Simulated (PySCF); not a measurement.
AlI3, SMILES [I][Al]([I])[I] at its CAM-B3LYP/def2-SVP optimised geometry (Å):

```
4

Al    -0.6126    -0.0002     0.0000
I     -1.8395     2.1236     0.0000
I      1.8404    -0.0002     0.0000
I     -1.8404    -2.1236     0.0033
```

Method: PySCF with CAM-B3LYP/def2-TZVP, def2 effective core potentials past Kr. The core electrons that the potentials of I replace are not part of the density.

Map of the electron localisation function on the plane z = 1.5 Å:

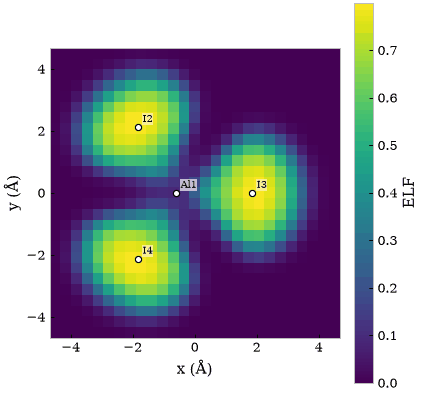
Electron localisation function on the plane z = 1.5 Å.
